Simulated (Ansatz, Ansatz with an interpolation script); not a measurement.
# Settings in Wannier-interpolated G0W0: BaTiO3 (Pm-3m)

How do the Wannier model and the GW settings move the interpolated bands of BaTiO3 (Pm-3m)?

Main program and level: Ansatz 0.2.0; maximally localised Wannier functions, LDA, plane waves, PAW; PAW set soft_1.

### 1. Set-up

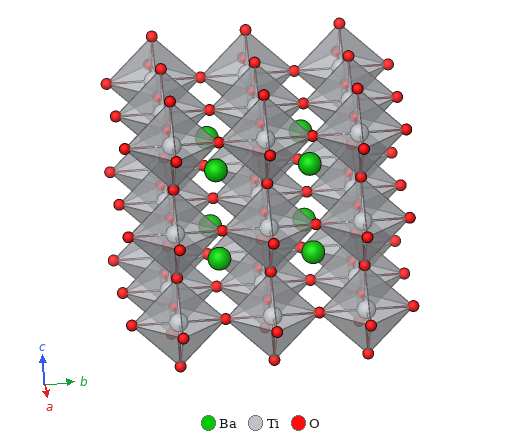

The cell as given, slightly off an axis (barium green, titanium light grey, oxygen red). 2×2×2 cells are drawn. Some periodic images of atoms are drawn too.

The cell and positions come from the Crystallography Open Database and are kept as given unless a step says otherwise. Spin-orbit coupling is left out unless a step names it.

### 2. Wannier model on 8×8×8

Localised functions give a small Hamiltonian that interpolates between mesh points at no cost.

File input.yaml:

```yaml
crystal:
  lattice:
    - [4.006, 0.0, 0.0]
    - [0.0, 4.006, 0.0]
    - [0.0, 0.0, 4.006]
  atoms:
    - { symbol: Ba, position: [0.5, 0.5, 0.5] }
    - { symbol: Ti, position: [0.0, 0.0, 0.0] }
    - { symbol: O, position: [0.5, 0.0, 0.0] }
    - { symbol: O, position: [0.0, 0.5, 0.0] }
    - { symbol: O, position: [0.0, 0.0, 0.5] }
kpoints:
  mp_grid: { grid: [4, 4, 4] }
hamiltonian:
  xc: lda
  pseudopotentials: { kind: paw, azcp: { folder: soft_1 }, xc_functional: pbe }
scf:
  occupations: { method: fixed }
  n_extra_bands: 34
output:
  wannier:
    kmesh: [8, 8, 8]
    projections: [{ species: O, l: p, shell: 2 }, { species: Ti, l: d, shell: 3 }]
    minimise: true
    write_hr: true
    seedname: w
    conv_tol: 1.0e-06
    max_iter: 20000
    stability_check: false
    disentanglement:
      window: [5.21, 18.56]
      frozen_window: [5.21, 13.76]
      conv_tol: 1.0e-08
```

The run is started by

```console
ansatz run input.yaml --threads 3 --pin off --max-ram 92160MiB --backend cuda --events-out ev --progress --plain --runs-dir out --devices 1 --max-vram 13GiB
```

Numbers of over 12 decimals in the logs are rounded to 6 here.

Log:

```text
scf.n_extra_bands = 34 over 20 filled bands (N_el = 40.0): the run solves 54 bands
GPUs: using 1 of 1 available (devices: 1).
Engine: ansatz 0.2.0, x86_64-unknown-linux-gnu
Pseudopotentials: kind: paw
Pseudopotential: Ba, paw, valence charge 10, recommended cutoff 420 eV (normal), soft_1/Ba.paw.azcp
Pseudopotential: Ti, paw, valence charge 12, recommended cutoff 420 eV (normal), soft_1/Ti.paw.azcp
Pseudopotential: O, paw, valence charge 6, recommended cutoff 420 eV (normal), soft_1/O.paw.azcp
Functional definition: SPW92
  exchange = slater_x
  correlation = pw_c
device memory: the entry about to start is reckoned to put 1.4 GiB on a device that reports 31.9 GiB free (of which the cap on the GPU budget leaves the run 13.0 GiB)
GPU FFT provider: cuFFT
GPU libraries: cuBLAS 13.8.2, cuFFT 12.4.0, cuSOLVER 12.3.4
Crystal: 5 atoms, lattice volume = 64.288 Å³
Basis set: ecut = 420 eV, 1237 PW (Γ)
Bands: 54, of which v1, the nominal top of the filled ones, is band 20 counted from 1 (19 counted from 0)
Symmetry: 48 space group operations
Space group: Pm-3m (ITA 221), of the structure as read, at distance tolerance 4.0e-5 Å
k-points: 10 of 64
Non-local potential: Ba, projectors of the file, l = 0: 3, l = 1: 2, l = 2: 2, l = 3: 2
Non-local potential: Ti, projectors of the file, l = 0: 3, l = 1: 2, l = 2: 3, l = 3: 1
Non-local potential: O, projectors of the file, l = 0: 2, l = 1: 2, l = 2: 1
PAW form: soft (Blöchl's): semilocal exchange-correlation on the pseudo side does not see the compensation charge
PAW frozen core: Ba, regenerated for the run's functional, and the local potential with it (the file was generated under x = pbe(κ = 0.804, μ = 0.219515), c = pbe(β = 0.066725))
PAW frozen core: Ti, regenerated for the run's functional, and the local potential with it (the file was generated under x = pbe(κ = 0.804, μ = 0.219515), c = pbe(β = 0.066725))
PAW frozen core: O, regenerated for the run's functional, and the local potential with it (the file was generated under x = pbe(κ = 0.804, μ = 0.219515), c = pbe(β = 0.066725))
PAW one-centre angular grid: Ba, 194 points (default); XC on 64 Gauss nodes
PAW one-centre angular grid: Ti, 590 points (default); XC on 64 Gauss nodes
PAW one-centre angular grid: O, 110 points (default); XC on 64 Gauss nodes
Initial density: superposition of atomic densities (chi_scale 0.1, normalization cell, long waves kept (reshape's long-wave potential 0.00 eV rms))
Initial wavefunctions: pseudopotential atomic-orbital guess
GPU buffer pool allocated for 19683 grid points (all kernels)
GPU transforms: local potential and band sums: pruned to the plane-wave sphere, on 27×27×27
Functional: x = slater, c = lda
[...]
SCF iter   4: F=—  HF=-9904.514091 eV  |F-HF|=—  |Δ(HF+E_count)|=   9.49e-4  Δρ=3.45e-3  dr2=7.47e-3  ethr=7.08e-5  ⟨swp⟩=2.0  Hψ=450  notcnv=0  defer=314
SCF iter   5: F=—  HF=-9904.513263 eV  |F-HF|=—  |Δ(HF+E_count)|=   8.28e-4  Δρ=1.84e-3  dr2=2.18e-3  ethr=1.87e-5  ⟨swp⟩=2.0  Hψ=410  notcnv=0  defer=314
SCF iter   6: F=—  HF=-9904.513056 eV  |F-HF|=—  |Δ(HF+E_count)|=   2.07e-4  Δρ=6.78e-4  dr2=2.90e-4  ethr=5.45e-6  ⟨swp⟩=2.0  Hψ=314  notcnv=0  defer=314
SCF iter   7: F=—  HF=-9904.512880 eV  |F-HF|=—  |Δ(HF+E_count)|=   1.76e-4  Δρ=1.12e-4  dr2=7.89e-6  ethr=7.26e-7  ⟨swp⟩=1.3  Hψ=269  notcnv=0  defer=295
SCF iter   8: F=—  HF=-9904.513108 eV  |F-HF|=—  |Δ(HF+E_count)|=   2.28e-4  Δρ=6.18e-6  dr2=2.43e-8  ethr=2.50e-10  ⟨swp⟩=11.5  Hψ=4325  notcnv=0
SCF iter   9: F=-9904.513108 eV  HF=-9904.513108 eV  |F-HF|=1.23e-9  |Δ(HF+E_count)|=   1.00e-9  Δρ=1.53e-6  dr2=1.46e-9  ethr=6.09e-11  ⟨swp⟩=1.0  Hψ=957  notcnv=0
SCF 1 converged in 9 iterations: F = -9904.513108 eV  dr2 = 1.46e-9
[...]
device memory: the entry about to start is reckoned to put 1.7 GiB on a device that reports 31.7 GiB free (of which the cap on the GPU budget leaves the run 13.0 GiB)
NSCF: frozen V_eff on 10 k-points
[...]
device memory: the entry about to start is reckoned to put 2.0 GiB on a device that reports 31.8 GiB free (of which the cap on the GPU budget leaves the run 13.0 GiB)
NSCF: frozen V_eff on 38 k-points, pencils in batches of 32, up to order 216
the Wannier pass solved 38 of the 512 points of its mesh, and has the states at the others by symmetry: states obtained by the crystal's operations at points that were solved too leave a residual of 2.15e-13 eV (read by the count's bands and the next), within 5.56e-6 eV
SCF converged after 9 iterations
Free energy (F): -9904.513108 eV
Harris-Foulkes:  -9904.513108 eV  (|F-HF|=1.23e-9)
Internal energy: -9904.513108 eV  (E = F + TS)
E sigma→0 (E₀):  -9904.513108 eV
Fermi energy:    9.856092 eV
--- Per-component energies (eV) ---
  E_band       = -153.069361
  E_kinetic    = 940.457270
  E_local      = -2180.032002  (includes V_loc(G=0)·N_el)
  E_nonlocal   = 319.990331
  E_hartree    = 830.843550
  E_xc         = -525.651104
  E_vxc        = -548.746117  (∫ρ·V_xc dr)
  E_paw        = -6472.616379  (= ΣΔE_a)
  E_vpaw       = -346.427797  (= ΣTr[D̂ρ^β])
  E_aug_tail   = 0.002194  (compensation charges beyond the density's cutoff)
  E_ewald      = -2818.406203
  E_core_change = 0.899235  (= ΣΔE_core)
  E_smearing   = -0.000000  (= −TS)
  E_closure    = -0.000000  (closes the sum)
  Σ components = -9904.513108   (vs F -9904.513108, Δ=0.00e0)
--- Band table (eV; the first three rows and the last of 10) ---
  k-point 0: bands = [... 16 lower, 8.7357, 9.7565, 9.7565, 9.7565, 11.5617, 11.5617, 11.5617, 13.8264, ... 30 higher]
  k-point 1: bands = [... 16 lower, 8.3108, 8.6488, 9.4217, 9.4217, 11.6255, 12.5394, 12.5394, 13.8296, ... 30 higher]
  k-point 2: bands = [... 16 lower, 8.0177, 8.0177, 9.1815, 9.1815, 11.6920, 13.3289, 13.3289, 13.8322, ... 30 higher]
  k-point 9: bands = [... 16 lower, 7.5032, 9.8561, 9.8561, 9.8561, 14.0131, 14.0131, 14.0131, 16.6269, ... 30 higher]
Wannier search: line search 1 of at most 20000: gauge-dependent spread (as the search counts it) 0.3971154 Å², largest recent change 5.7e-2 Å² against conv_tol 1.0e-6 Å², 0 stops escaped
```

It took 9.5 s on 1 × NVIDIA H100 80GB HBM3 (shared by 6 runs) with 3 threads of AMD EPYC 7R13 (Zen 3), shared host; peak memory 1.1 GiB.

Reading the cycles: dr2 is the Hartree energy of the density residual (eV), the measure of convergence; HF is the Harris–Foulkes estimate of the energy, which meets the free energy F at convergence.

Numbers from this step:

```yaml
gauge_invariant_spread: 14.60 Å²
diagonal_spread: 4.80e-23 Å²
off_diagonal_spread: 0.2832 Å²
total_spread: 14.88 Å²
least_projectability: 0.6646
localisation_steps: 34
disentanglement_steps: 121
r_m_s_interpolation_error: 1.10e-4 eV
r_m_s_error_near_the_gap: 1.14e-4 eV
```

Near the gap the model misses directly solved bands by 0.1 meV r.m.s. and by 1 meV at most in the window tested. This tests the starting bands, not the corrections carried with them.

### 3. Wannier model on 4×4×4

input.yaml, as its differences from that of step 2:

```diff
@@ -21,3 +21,3 @@
   wannier:
-    kmesh: [8, 8, 8]
+    kmesh: [4, 4, 4]
     projections: [{ species: O, l: p, shell: 2 }, { species: Ti, l: d, shell: 3 }]
```

Log:

```text
[...]
GPUs: using 1 of 1 available (devices: 1).
[...]
GPU FFT provider: cuFFT
GPU libraries: cuBLAS 13.8.2, cuFFT 12.4.0, cuSOLVER 12.3.4
Crystal: 5 atoms, lattice volume = 64.288 Å³
Basis set: ecut = 420 eV, 1237 PW (Γ)
Bands: 54, of which v1, the nominal top of the filled ones, is band 20 counted from 1 (19 counted from 0)
Symmetry: 48 space group operations
[...]
k-points: 10 of 64
[...]
GPU buffer pool allocated for 19683 grid points (all kernels)
[...]
SCF iter   1: F=—  HF=-9905.089355 eV  |F-HF|=—  |Δ(HF+E_count)|=         —  Δρ=5.73e-2  dr2=2.24e0  ethr=3.10e-3  ⟨swp⟩=4.8  Hψ=1953  notcnv=0  defer=307
[...]
SCF iter   9: F=-9904.513108 eV  HF=-9904.513108 eV  |F-HF|=1.23e-9  |Δ(HF+E_count)|=   1.00e-9  Δρ=1.53e-6  dr2=1.46e-9  ethr=6.09e-11  ⟨swp⟩=1.0  Hψ=957  notcnv=0
SCF 1 converged in 9 iterations: F = -9904.513108 eV  dr2 = 1.46e-9
[...]
NSCF: frozen V_eff on 10 k-points
[...]
SCF converged after 9 iterations
Free energy (F): -9904.513108 eV
[...]
Internal energy: -9904.513108 eV  (E = F + TS)
E sigma→0 (E₀):  -9904.513108 eV
Fermi energy:    9.856092 eV
[...]
--- Band table (eV; the first three rows and the last of 10) ---
  k-point 0: bands = [... 16 lower, 8.7357, 9.7565, 9.7565, 9.7565, 11.5617, 11.5617, 11.5617, 13.8264, ... 30 higher]
  k-point 1: bands = [... 16 lower, 8.3108, 8.6488, 9.4217, 9.4217, 11.6255, 12.5394, 12.5394, 13.8296, ... 30 higher]
  k-point 2: bands = [... 16 lower, 8.0177, 8.0177, 9.1815, 9.1815, 11.6920, 13.3289, 13.3289, 13.8322, ... 30 higher]
  k-point 9: bands = [... 16 lower, 7.5032, 9.8561, 9.8561, 9.8561, 14.0131, 14.0131, 14.0131, 16.6269, ... 30 higher]
[...]
```

It took 6.2 s on 1 × NVIDIA H100 80GB HBM3 (shared by 6 runs) with 3 threads; peak memory 0.95 GiB; 9.3 s of CPU time.

Numbers from this step:

- gauge-invariant spread: 13.80 Å²
- diagonal spread: 2.92e-24 Å²
- off-diagonal spread: 0.2823 Å²
- total spread: 14.08 Å²
- least projectability: 0.6634
- localisation steps: 15
- disentanglement steps: 39
- r.m.s. interpolation error: 0.002589 eV
- r.m.s. error near the gap: 0.002554 eV

Near the gap the model misses directly solved bands by 2.6 meV r.m.s. and by 15 meV at most in the window tested. This tests the starting bands, not the corrections carried with them.

Frozen up to 3.91 eV; above it the model need not follow the bands. The electronic bands at the labelled points (eV, zero at the valence-band top; v1 is the highest filled band, c1 the lowest empty one):

```
    point     v4     v3     v2     v1    c1    c2    c3    c4
        Γ  -1.12  -0.10  -0.10  -0.10  1.71  1.71  1.71  3.97
        X  -1.84  -1.84  -0.67  -0.67  1.84  3.47  3.47  3.98
        M  -1.71  -0.83  -0.83  -0.05  3.49  3.49  3.91  4.89
        Γ  -1.12  -0.10  -0.10  -0.10  1.71  1.71  1.71  3.97
        R  -2.35   0.00   0.00   0.00  4.16  4.16  4.16  7.70
        X  -1.84  -1.84  -0.67  -0.67  1.84  3.47  3.47  3.98
jump to R  -2.35   0.00   0.00   0.00  4.16  4.16  4.16  7.70
        M  -1.71  -0.83  -0.83  -0.05  3.49  3.49  3.91  4.89
```

The same for Kohn-Sham, solved directly:

| point | v4 | v3 | v2 | v1 | c1 | c2 | c3 | c4 |
| --- | --- | --- | --- | --- | --- | --- | --- | --- |
| Γ | -1.12 | -0.10 | -0.10 | -0.10 | 1.71 | 1.71 | 1.71 | 3.97 |
| X | -1.84 | -1.84 | -0.67 | -0.67 | 1.84 | 3.47 | 3.47 | 3.98 |
| M | -1.71 | -0.83 | -0.83 | -0.05 | 3.49 | 3.49 | 3.91 | 4.82 |
| Γ | -1.12 | -0.10 | -0.10 | -0.10 | 1.71 | 1.71 | 1.71 | 3.97 |
| R | -2.35 | 0.00 | 0.00 | 0.00 | 4.16 | 4.16 | 4.16 | 6.77 |
| X | -1.84 | -1.84 | -0.67 | -0.67 | 1.84 | 3.47 | 3.47 | 3.98 |
| R | -2.35 | 0.00 | 0.00 | 0.00 | 4.16 | 4.16 | 4.16 | 6.77 |
| M | -1.71 | -0.83 | -0.83 | -0.05 | 3.49 | 3.49 | 3.91 | 4.82 |

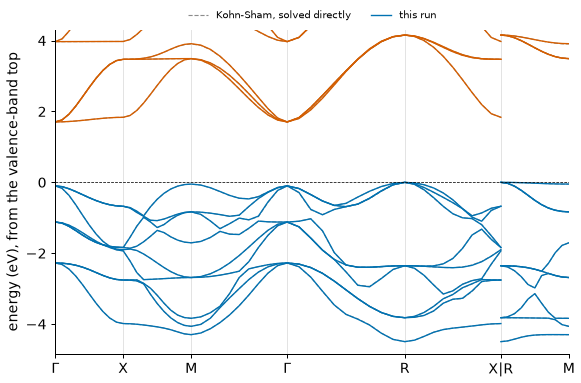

Electronic bands along the path; lines of filled and empty bands in two colours; dashed: Kohn-Sham, solved directly.

### 4. A faulty Wannier input

input.yaml, as its differences from that of step 3:

```diff
@@ -30,4 +30,4 @@
     disentanglement:
-      window: [5.21, 18.56]
-      frozen_window: [5.21, 13.76]
+      window: [5.21, 11.56]
+      frozen_window: [5.21, 11.36]
       conv_tol: 1.0e-08
```

Log:

```text
scf.n_extra_bands = 34 over 20 filled bands (N_el = 40.0): the run solves 54 bands
GPUs: using 1 of 1 available (devices: 1).
Engine: ansatz 0.2.0, x86_64-unknown-linux-gnu
Pseudopotentials: kind: paw
Pseudopotential: Ba, paw, valence charge 10, recommended cutoff 420 eV (normal), soft_1/Ba.paw.azcp
Pseudopotential: Ti, paw, valence charge 12, recommended cutoff 420 eV (normal), soft_1/Ti.paw.azcp
Pseudopotential: O, paw, valence charge 6, recommended cutoff 420 eV (normal), soft_1/O.paw.azcp
Functional definition: SPW92
  exchange = slater_x
  correlation = pw_c
device memory: the entry about to start is reckoned to put 1.4 GiB on a device that reports 32.9 GiB free (of which the cap on the GPU budget leaves the run 13.0 GiB)
GPU FFT provider: cuFFT
GPU libraries: cuBLAS 13.8.2, cuFFT 12.4.0, cuSOLVER 12.3.4
Crystal: 5 atoms, lattice volume = 64.288 Å³
Basis set: ecut = 420 eV, 1237 PW (Γ)
Bands: 54, of which v1, the nominal top of the filled ones, is band 20 counted from 1 (19 counted from 0)
Symmetry: 48 space group operations
Space group: Pm-3m (ITA 221), of the structure as read, at distance tolerance 4.0e-5 Å
k-points: 10 of 64
Non-local potential: Ba, projectors of the file, l = 0: 3, l = 1: 2, l = 2: 2, l = 3: 2
Non-local potential: Ti, projectors of the file, l = 0: 3, l = 1: 2, l = 2: 3, l = 3: 1
Non-local potential: O, projectors of the file, l = 0: 2, l = 1: 2, l = 2: 1
PAW form: soft (Blöchl's): semilocal exchange-correlation on the pseudo side does not see the compensation charge
[...]
NSCF: frozen V_eff on 10 k-points
[...]
device memory: the entry about to start is reckoned to put 1.2 GiB on a device that reports 40.3 GiB free (of which the cap on the GPU budget leaves the run 13.0 GiB)
NSCF: frozen V_eff on 13 k-points
the Wannier pass solved 13 of the 64 points of its mesh, and has the states at the others by symmetry: states obtained by the crystal's operations at points that were solved too leave a residual of 2.18e-13 eV (read by the count's bands and the next), within 4.17e-6 eV
SCF converged after 9 iterations
Free energy (F): -9904.513108 eV
Harris-Foulkes:  -9904.513108 eV  (|F-HF|=1.23e-9)
Internal energy: -9904.513108 eV  (E = F + TS)
E sigma→0 (E₀):  -9904.513108 eV
Fermi energy:    9.856092 eV
--- Per-component energies (eV) ---
  E_band       = -153.069361
  E_kinetic    = 940.457270
  E_local      = -2180.032002  (includes V_loc(G=0)·N_el)
  E_nonlocal   = 319.990331
  E_hartree    = 830.843550
  E_xc         = -525.651104
  E_vxc        = -548.746117  (∫ρ·V_xc dr)
  E_paw        = -6472.616379  (= ΣΔE_a)
  E_vpaw       = -346.427797  (= ΣTr[D̂ρ^β])
  E_aug_tail   = 0.002194  (compensation charges beyond the density's cutoff)
  E_ewald      = -2818.406203
  E_core_change = 0.899235  (= ΣΔE_core)
  E_smearing   = -0.000000  (= −TS)
  E_closure    = -0.000000  (closes the sum)
  Σ components = -9904.513108   (vs F -9904.513108, Δ=0.00e0)
--- Band table (eV; the first three rows and the last of 10) ---
  k-point 0: bands = [... 16 lower, 8.7357, 9.7565, 9.7565, 9.7565, 11.5617, 11.5617, 11.5617, 13.8264, ... 30 higher]
  k-point 1: bands = [... 16 lower, 8.3108, 8.6488, 9.4217, 9.4217, 11.6255, 12.5394, 12.5394, 13.8296, ... 30 higher]
  k-point 2: bands = [... 16 lower, 8.0177, 8.0177, 9.1815, 9.1815, 11.6920, 13.3289, 13.3289, 13.8322, ... 30 higher]
  k-point 9: bands = [... 16 lower, 7.5032, 9.8561, 9.8561, 9.8561, 14.0131, 14.0131, 14.0131, 16.6269, ... 30 higher]
```

The job ended after 5.3 s (1 × NVIDIA H100 80GB HBM3 (shared by 6 runs) with 3 threads; peak memory 0.91 GiB).

The self-consistent loop converged; the step after it was not made. The program's words: output.wannier: at mesh point 0 (counted from 0) output.wannier.disentanglement.window holds 9 states for 14 functions, beside 0 of inner shells that are left out. Raise the window's top, and output.wannier.disentanglement.top_band where it is typed. No Wannier file is written

The fault put into this input: an outer window with too few states.

### 5. G0W0: 4×4×4 mesh, 268 empty bands, screening to 150 eV, PAW set soft_1 files

G0W0 replaces the xc potential by the self-energy, built once from these orbitals. Only a window of levels is corrected, while the sums run over the empty bands that the input names.

This step: G0W0 on LDA, plane waves, PAW; PAW set soft_1.

input.yaml, the sections that differ from step 4:

```yaml
scf:
  occupations: { method: fixed }
gw:
  n_empty_bands: 268
  ecut_chi: 150.0
  qp_bands: [v9, c3]
  screening: { model: contour_deformation }
# crystal, kpoints, hamiltonian: as in step 4
# output: removed
```

Log:

```text
GPUs: using 1 of 1 available (devices: 1).
[...]
GPU FFT provider: cuFFT
GPU libraries: cuBLAS 13.8.2, cuFFT 12.4.0, cuSOLVER 12.3.4
Crystal: 5 atoms, lattice volume = 64.288 Å³
Basis set: ecut = 420 eV, 1237 PW (Γ)
Bands: 25, of which v1, the nominal top of the filled ones, is band 20 counted from 1 (19 counted from 0)
Symmetry: 48 space group operations
[...]
k-points: 10 of 64
[...]
7    13      6.5573   -22.9239     4.8826   -17.9622  0.5856     6.4776     6.4782  root ?
[...]
9    20      9.8561   -25.7547     4.6761   -20.8898  0.7045     9.6664     9.6673  root
     9    21     14.0133   -14.6990    -8.0185   -23.9769  0.6523    15.3529    15.2726  root
     9    22     14.0133   -14.6990    -8.0185   -23.9769  0.6523    15.3529    15.2726  root
     9    23     14.0133   -14.6990    -8.0185   -23.9769  0.6523    15.3529    15.2726  root
[key lines of the parts left out:]
SCF converged after 8 iterations
Free energy (F): -9904.513108 eV
Fermi energy:    9.856100 eV
```

It took 11 s on 1 × NVIDIA H100 80GB HBM3 (shared by 6 runs) with 3 threads; peak memory 1.2 GiB.

The G0W0 gap on the mesh is 3.223 eV.

### 6. G0W0: 2×2×2 mesh, 268 empty bands, screening to 150 eV, PAW set soft_1 files

input.yaml, as its differences from that of step 5:

```diff
@@ -12,3 +12,3 @@
 kpoints:
-  mp_grid: { grid: [4, 4, 4] }
+  mp_grid: { grid: [2, 2, 2] }
 hamiltonian:
```

Log:

```text
GPUs: using 1 of 1 available (devices: 1).
[...]
concurrent solve slots: 2 of 3 are kept, ahead of what memory takes: no pass of the eigensolver takes more rounds on 2
[...]
GPU FFT provider: cuFFT
GPU libraries: cuBLAS 13.8.2, cuFFT 12.4.0, cuSOLVER 12.3.4
Crystal: 5 atoms, lattice volume = 64.288 Å³
Basis set: ecut = 420 eV, 1237 PW (Γ)
[...]
2    16      7.1990   -22.5111     4.6052   -17.9771  0.5900     7.2695     7.2702  root ?
[...]
3    20      9.9684   -25.8327     4.9280   -20.8677  0.6862     9.9314     9.9314  root
     3    21     13.7788   -14.8873    -8.0768   -24.0139  0.6299    14.9140    14.8286  root
     3    22     13.7788   -14.8873    -8.0768   -24.0139  0.6299    14.9140    14.8286  root
     3    23     13.7788   -14.8873    -8.0768   -24.0139  0.6299    14.9140    14.8286  root
[key lines of the parts left out:]
SCF converged after 9 iterations
Free energy (F): -9903.743516 eV
Fermi energy:    9.968401 eV
```

The job ended after 6.7 s (1 × NVIDIA H100 80GB HBM3 (shared by 6 runs) with 3 threads; peak memory 1.1 GiB).

The G0W0 gap on the mesh is 2.529 eV.

(Continued in part 2 of 2.)

[Paths, hosts, dates, memory and timing lines, banners, echoed tables and standing remarks are left out of the program output.]

[Logs are printed without paths, hosts, clocks, repeated set-up lines and the standing remarks that a program may print on its own settings, such as how far it seeks lower states.]

[Runs of the session that timed out or met a known fault of the program may be left out.]

[Hosts, paths, dates, database ids (printed as entryN), source tags and the programs' standing remarks are cut or masked in the printed files.]
